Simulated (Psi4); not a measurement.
## Frequency calculation of Cl$_{2}$ (part 1 of 4)

System: Cl$_{2}$, SMILES ClCl.
Method: B3LYP/cc-pwCVTZ, RKS (Psi4 1.11).

The geometry was optimised with B3LYP/cc-pwCVTZ.

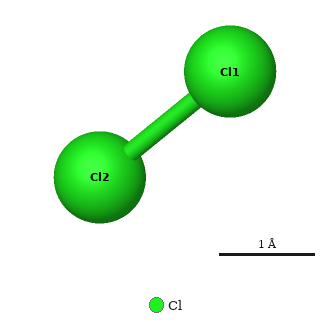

Fig. 1: The structure as given in the input (ball-and-stick view, seen at an oblique angle; atoms are numbered from 1 in the order of the input). Bond lengths as drawn: Cl–Cl 2.01 Å.

### The input (run.py)
```python
import psi4

psi4.set_memory(1600000000)
psi4.set_num_threads(1)
psi4.set_output_file('run.log', False)

m = psi4.geometry("""
0 1
Cl     1.62121494    -0.53983617     0.83122438
Cl    -1.62121494     0.53983617    -0.83122438
units bohr
symmetry c1
""")

options = {'puream': True, 'scf_type': 'pk', 'dft_radial_points': 99, 'dft_spherical_points': 590, 'rotational_symmetry_number': 2}
psi4.set_options(options)

result, w = psi4.frequencies('b3lyp/cc-pwCVTZ', molecule=m, return_wfn=True)
print(f'total energy {result:.8f} hartree = {result * 27.211386:.5f} eV')
print('wavenumbers / cm^-1:', w.frequencies().np.round(1))
```

Hardware: 1 thread of Intel Xeon @ 2.50GHz (Skylake/Cascade Lake), 16 GiB of memory available, shared host.

Launch command:
```bash
python run.py
```

### Output
```
Psi4 1.11 release

gradient() will perform analytic gradient computation.

   => Loading Basis Set <=

    Name: CC-PWCVTZ
    Role: ORBITAL
    Keyword: BASIS

         ---------------------------------------------------------
                                   SCF
                              RKS Reference
                        1 Threads,   1525 MiB Core
         ---------------------------------------------------------

  ==> Geometry <==

    Molecular point group: c1
    Full point group: D_inf_h

    Geometry (in Bohr), charge = 0, multiplicity = 1:

       Center              X                  Y                   Z               Mass
    ------------   -----------------  -----------------  -----------------  -----------------
         CL           1.899584990282    -0.000000000000    -0.000000000000    34.968852682000
         CL          -1.899584990282     0.000000000000     0.000000000000    34.968852682000

  Running in c1 symmetry.

  Rotational constants: A = ************  B =      0.23854  C =      0.23854 [cm^-1]
  Rotational constants: A = ************  B =   7151.31809  C =   7151.31809 [MHz]
  Nuclear repulsion =   76.069247093032729

  Charge       = 0
  Multiplicity = 1
  Electrons    = 34
  Nalpha       = 17
  Nbeta        = 17

  ==> Algorithm <==

  SCF Algorithm Type is PK.
  DIIS enabled.
  MOM disabled.
  Fractional occupation disabled.
  Guess Type is SAD.
  Energy threshold   = 1.00e-08
  Density threshold  = 1.00e-08
  Integral threshold = 1.00e-12

  ==> Primary Basis <==

  Basis Set: CC-PWCVTZ
    Blend: CC-PWCVTZ
    Number of shells: 38
    Number of basis functions: 118
    Number of Cartesian functions: 138
    Spherical Harmonics?: true
    Max angular momentum: 3

  ==> DFT Potential <==

   => LibXC <=

    Version 7.1.2

   => Composite Functional: B3LYP <=

    B3LYP Hyb-GGA Exchange-Correlation Functional

    Deriv               =              1
    GGA                 =           TRUE
    Meta                =          FALSE

    Exchange Hybrid     =           TRUE
    MP2 Hybrid          =          FALSE

   => Exchange Functionals <=

    0.0800   Slater exchange
    0.7200         Becke 88

   => Exact (HF) Exchange <=

    0.2000               HF

   => Correlation Functionals <=

    0.1900   Vosko, Wilk & Nusair (VWN5_RPA)
    0.8100   Lee, Yang & Parr

   => LibXC Density Thresholds  <==

    XC_HYB_GGA_XC_B3LYP:  1.00E-15

   => Molecular Quadrature <=

    Radial Scheme          =       TREUTLER
    Pruning Scheme         =           NONE
    Nuclear Scheme         =       TREUTLER

    Blocking Scheme        =         OCTREE
    BS radius alpha        =              1
    Pruning alpha          =              1
    Radial Points          =             99
    Spherical Points       =            590
    Total Points           =         104584
    Total Blocks           =            842
    Max Points             =            256
    Max Functions          =            112
    Weights Tolerance      =       1.00E-15

  ==> Integral Setup <==

  Using in-core PK algorithm.
   Calculation information:
      Number of atoms:                   2
      Number of AO shells:              38
      Number of primitives:            134
      Number of atomic orbitals:       138
      Number of basis functions:       118

      Integral cutoff                 1.00e-12
      Number of threads:                 1

  Performing in-core PK
  Using 49301462 doubles for integral storage.
  We computed 250748 shell quartets total.
  Whereas there are 274911 unique shell quartets.

  ==> DiskJK: Disk-Based J/K Matrices <==

    J tasked:                  Yes
    K tasked:                  Yes
    wK tasked:                  No
    Memory [MiB]:             1029
    Schwarz Cutoff:          1E-12

  Cached 33.4% of DFT collocation blocks in 0.086 [GiB].

  Minimum eigenvalue in the overlap matrix is 2.4522418015E-03.
  Reciprocal condition number of the overlap matrix is 6.6329919148E-04.
    Using symmetric orthogonalization.

  ==> Pre-Iterations <==

  SCF Guess: Superposition of Atomic Densities via on-the-fly atomic UHF (no occupation information).

   -------------------------
    Irrep   Nso     Nmo
   -------------------------
     A        118     118
   -------------------------
    Total     118     118
   -------------------------

  ==> Iterations <==

                        Total Energy        Delta E     RMS |[F,P]|

   @RKS iter SAD:  -920.34316512357702   -9.20343e+02   0.00000e+00
   @RKS iter   1:  -920.42493152702161   -8.17664e-02   3.16115e-03 DIIS/ADIIS
   @RKS iter   2:  -920.43697367280038   -1.20421e-02   1.78609e-03 DIIS/ADIIS
   @RKS iter   3:  -920.44435857946030   -7.38491e-03   1.07636e-04 DIIS/ADIIS
   @RKS iter   4:  -920.44441694627676   -5.83668e-05   4.06801e-05 DIIS
   @RKS iter   5:  -920.44442551554857   -8.56927e-06   4.78932e-06 DIIS
   @RKS iter   6:  -920.44442561817414   -1.02626e-07   3.60839e-07 DIIS
   @RKS iter   7:  -920.44442561909898   -9.24842e-10   1.87442e-08 DIIS
   @RKS iter   8:  -920.44442561910216   -3.18323e-12   1.47368e-09 DIIS
  Energy and wave function converged.

  ==> Post-Iterations <==

   Electrons on quadrature grid:
      Ntotal   =   33.9999996478 ; deviation = -3.522e-07

    Orbital Energies [Eh]
    ---------------------

    Doubly Occupied:

       1A   -101.577070     2A   -101.577070     3A     -9.509274
       4A     -9.509224     5A     -7.273750     6A     -7.273613
       7A     -7.260343     8A     -7.260343     9A     -7.260338
      10A     -7.260338    11A     -0.932794    12A     -0.772720
      13A     -0.473893    14A     -0.410011    15A     -0.410011
      16A     -0.310461    17A     -0.310461

    Virtual:

      18A     -0.129084    19A      0.212777    20A      0.266717
      21A      0.266717    22A      0.269260    23A      0.310638
      24A      0.314151    25A      0.314151    26A      0.343950
      27A      0.343950    28A      0.353111    29A      0.353111
      30A      0.434856    31A      0.434856    32A      0.491646
      33A      0.561515    34A      0.606331    35A      0.606331
      36A      0.900347    37A      1.663405    38A      1.663406
      39A      1.717275    40A      1.717275    41A      1.725133
      42A      1.752952    43A      1.752953    44A      1.794194
      45A      1.794194    46A      1.815002    47A      1.815002
      48A      1.837970    49A      1.921542    50A      1.921542
      51A      2.033470    52A      2.033470    53A      2.071492
      54A      2.071492    55A      2.114203    56A      2.114203
      57A      2.115968    58A      2.148485    59A      2.148485
      60A      2.153873    61A      2.199756    62A      2.199756
      63A      2.239575    64A      2.670738    65A      2.700646
      66A      2.700646    67A      2.789562    68A      3.827180
      69A      6.815898    70A      6.815901    71A      6.853145
      72A      6.853145    73A      6.866227    74A      6.866230
      75A      6.933178    76A      6.933178    77A      6.956214
      78A      7.056151    79A      9.075751    80A      9.075751
      81A      9.113896    82A      9.113899    83A      9.172746
      84A      9.172746    85A      9.187261    86A      9.187261
      87A      9.210001    88A      9.229491    89A      9.229493
      90A      9.411991    91A      9.411991    92A      9.472406
      93A      9.952382    94A      9.952382    95A     10.045865
      96A     10.045865    97A     10.116482    98A     10.689671
      99A     14.474097   100A     14.874968   101A     30.539207
     102A     30.539211   103A     30.557137   104A     30.557137
     105A     30.567822   106A     30.567826   107A     30.611330
     108A     30.611330   109A     30.628367   110A     30.690936
     111A     42.431295   112A     42.431295   113A     42.496230
     114A     42.496230   115A     42.551918   116A     42.879490
     117A     86.592988   118A     87.474204

    Final Occupation by Irrep:
              A
    DOCC [    17 ]
    NA   [    17 ]
    NB   [    17 ]

  @RKS Final Energy:  -920.44442561910216

   => Energetics <=

    Nuclear Repulsion Energy =             76.0692470930327289
    One-Electron Energy =               -1421.9443737598919597
    Two-Electron Energy =                 470.9180679783236769
    DFT Exchange-Correlation Energy =     -45.4873669305667718
    Empirical Dispersion Energy =           0.0000000000000000
    VV10 Nonlocal Energy =                  0.0000000000000000
    Total Energy =                       -920.4444256191021623

Computation Completed

Properties will be evaluated at   0.000000,   0.000000,   0.000000 [a0]

Properties computed using the SCF density matrix

 Multipole Moments:

 ------------------------------------------------------------------------------------
     Multipole            Electronic (a.u.)      Nuclear  (a.u.)        Total (a.u.)
 ------------------------------------------------------------------------------------

 L = 1.  Multiply by 2.5417464519 to convert [e a0] to [Debye]
 Dipole X            :         -0.0000000            0.0000000           -0.0000000
 Dipole Y            :         -0.0000000            0.0000000           -0.0000000
 Dipole Z            :         -0.0000000            0.0000000           -0.0000000
 Magnitude           :                                                    0.0000000

 ------------------------------------------------------------------------------------

	total time  =         14 seconds =       0.23 minutes

         ------------------------------------------------------------
                                   SCF GRAD
         ------------------------------------------------------------

  ==> Geometry <==

    Molecular point group: c1
    Full point group: D_inf_h

    Geometry (in Bohr), charge = 0, multiplicity = 1:

       Center              X                  Y                   Z               Mass
    ------------   -----------------  -----------------  -----------------  -----------------
         CL           1.899584990282    -0.000000000000    -0.000000000000    34.968852682000
         CL          -1.899584990282     0.000000000000     0.000000000000    34.968852682000

  Nuclear repulsion =   76.069247093032729

  ==> Basis Set <==

  Basis Set: CC-PWCVTZ
    Blend: CC-PWCVTZ
    Number of shells: 38
    Number of basis functions: 118
    Number of Cartesian functions: 138
    Spherical Harmonics?: true
    Max angular momentum: 3

  ==> DirectJKGrad: Integral-Direct SCF Gradients <==

    Gradient:                    1
    J tasked:                  Yes
    K tasked:                  Yes
    wK tasked:                  No
    Integrals threads:           1
    Schwarz Cutoff:          1E-12

   => Molecular Quadrature <=

    Radial Scheme          =       TREUTLER
    Pruning Scheme         =           NONE
    Nuclear Scheme         =       TREUTLER

    Blocking Scheme        =         OCTREE
    BS radius alpha        =              1
    Pruning alpha          =              1
    Radial Points          =             99
    Spherical Points       =            590
    Total Points           =         104584
    Total Blocks           =            842
    Max Points             =            256
    Max Functions          =            112
    Weights Tolerance      =       1.00E-15

  -Total Gradient:
     Atom            X                  Y                   Z
    ------   -----------------  -----------------  -----------------
       1       -0.000235681226     0.000000000000     0.000000000000
       2        0.000235681226    -0.000000000000     0.000000000000

	total time  =         41 seconds =       0.68 minutes

    Psi4 run time: 0:00:55.85

    -----------------------------------------------------------------------
                               Psi4 1.11 release

    h
    h
    h

    -----------------------------------------------------------------------

    Memory:     1.5 GiB
    Threads:    1
                ecpint, einsums, f̶o̶r̶t̶e̶, gauxc, gcp, g̶d̶m̶a̶, geometric, g̶p̶u̶_̶d̶f̶c̶c̶,
                i̶n̶t̶e̶g̶r̶a̶t̶o̶r̶x̶x̶, i̶p̶i̶, libefp, m̶d̶i̶, m̶p̶2̶d̶, m̶r̶c̶c̶, ooo,
                o̶p̶e̶n̶f̶e̶r̶m̶i̶o̶n̶p̶s̶i̶4̶, pcmsolver, p̶s̶i̶4̶f̶o̶c̶k̶c̶i̶, p̶s̶i̶x̶a̶s̶,
                p̶y̶e̶i̶n̶s̶u̶m̶s̶, r̶e̶s̶p̶, s̶i̶m̶i̶n̶t̶, s̶n̶s̶m̶p̶2̶,
                v̶2̶r̶d̶m̶_̶c̶a̶s̶s̶c̶f̶

gradient() will perform analytic gradient computation.

  ==> Geometry <==

    Molecular point group: c1
    Full point group: D_inf_h

    Geometry (in Bohr), charge = 0, multiplicity = 1:

       Center              X                  Y                   Z               Mass
    ------------   -----------------  -----------------  -----------------  -----------------
         CL           1.900780751078    -0.000000000000    -0.000000000000    34.968852682000
         CL          -1.900780751078     0.000000000000     0.000000000000    34.968852682000

  Running in c1 symmetry.

  Rotational constants: A = ************  B =      0.23824  C =      0.23824 [cm^-1]
  Rotational constants: A = ************  B =   7142.32329  C =   7142.32329 [MHz]
  Nuclear repulsion =   76.021392745094090

  Charge       = 0
  Multiplicity = 1
  Electrons    = 34
  Nalpha       = 17
  Nbeta        = 17

   => Molecular Quadrature <=

    Radial Scheme          =       TREUTLER
    Pruning Scheme         =           NONE
    Nuclear Scheme         =       TREUTLER

    Blocking Scheme        =         OCTREE
    BS radius alpha        =              1
    Pruning alpha          =              1
    Radial Points          =             99
    Spherical Points       =            590
    Total Points           =         104584
    Total Blocks           =            844
    Max Points             =            256
    Max Functions          =            112
    Weights Tolerance      =       1.00E-15

  ==> Integral Setup <==

  Using in-core PK algorithm.
   Calculation information:
      Number of atoms:                   2
      Number of AO shells:              38
      Number of primitives:            134
      Number of atomic orbitals:       138
      Number of basis functions:       118

      Integral cutoff                 1.00e-12
      Number of threads:                 1

  Performing in-core PK
  Using 49301462 doubles for integral storage.
  We computed 250720 shell quartets total.
  Whereas there are 274911 unique shell quartets.

  ==> DiskJK: Disk-Based J/K Matrices <==

    J tasked:                  Yes
    K tasked:                  Yes
    wK tasked:                  No
    Memory [MiB]:             1029
    Schwarz Cutoff:          1E-12

  Cached 33.4% of DFT collocation blocks in 0.085 [GiB].

  Minimum eigenvalue in the overlap matrix is 2.4528919817E-03.
  Reciprocal condition number of the overlap matrix is 6.6367183205E-04.
    Using symmetric orthogonalization.

  ==> Iterations <==

                        Total Energy        Delta E     RMS |[F,P]|

   @RKS iter SAD:  -920.34191078184472   -9.20342e+02   0.00000e+00
   @RKS iter   1:  -920.42493867816461   -8.30279e-02   3.16073e-03 DIIS/ADIIS
   @RKS iter   2:  -920.43697642118900   -1.20377e-02   1.78576e-03 DIIS/ADIIS
   @RKS iter   3:  -920.44435879466926   -7.38237e-03   1.07487e-04 DIIS/ADIIS
   @RKS iter   4:  -920.44441703074642   -5.82361e-05   4.04774e-05 DIIS
   @RKS iter   5:  -920.44442552004705   -8.48930e-06   4.80236e-06 DIIS
   @RKS iter   6:  -920.44442562316806   -1.03121e-07   3.60050e-07 DIIS
   @RKS iter   7:  -920.44442562408892   -9.20863e-10   1.87030e-08 DIIS
   @RKS iter   8:  -920.44442562409222   -3.29692e-12   1.48707e-09 DIIS
  Energy and wave function converged.

  ==> Post-Iterations <==

   Electrons on quadrature grid:
      Ntotal   =   33.9999996471 ; deviation = -3.529e-07

    Final Occupation by Irrep:
              A
    DOCC [    17 ]
    NA   [    17 ]
    NB   [    17 ]

  @RKS Final Energy:  -920.44442562409222

   => Energetics <=

    Nuclear Repulsion Energy =             76.0213927450940901
    One-Electron Energy =               -1421.8488176377386480
    Two-Electron Energy =                 470.8700055840745904
    DFT Exchange-Correlation Energy =     -45.4870063155223221
    Empirical Dispersion Energy =           0.0000000000000000
    VV10 Nonlocal Energy =                  0.0000000000000000
    Total Energy =                       -920.4444256240923323

Computation Completed

Properties will be evaluated at   0.000000,   0.000000,   0.000000 [a0]

Properties computed using the SCF density matrix

 Multipole Moments:

 ------------------------------------------------------------------------------------
     Multipole            Electronic (a.u.)      Nuclear  (a.u.)        Total (a.u.)
 ------------------------------------------------------------------------------------
```
